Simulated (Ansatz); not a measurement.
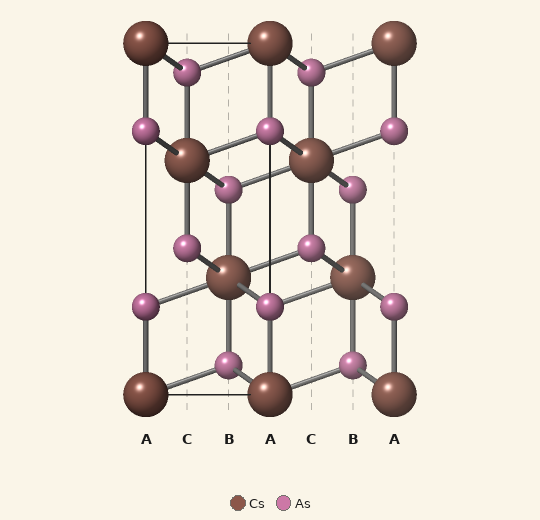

The picture looks along a close-packed row of the hexagonal mesh; [111] points upwards. The dashed lines mark the three columns A (0, 0), B (1/3, 2/3) and C (2/3, 1/3). The box is the hexagonal cell of the face-centred cubic lattice. The sequence starts with the first layer at or above the cell's origin.

The compound is CsAs2, taken as the input geometry of an electronic-structure calculation (not necessarily at equilibrium); the starting structure was generated, so it need not be a known form of this composition.

Q: Give the sequence of layers in one repeat, with element and column.

A: Cs(A) – As(B) – As(A) – Cs(B) – As(C) – As(B) – Cs(C) – As(A) – As(C) (nine layers in 13.28 Å).
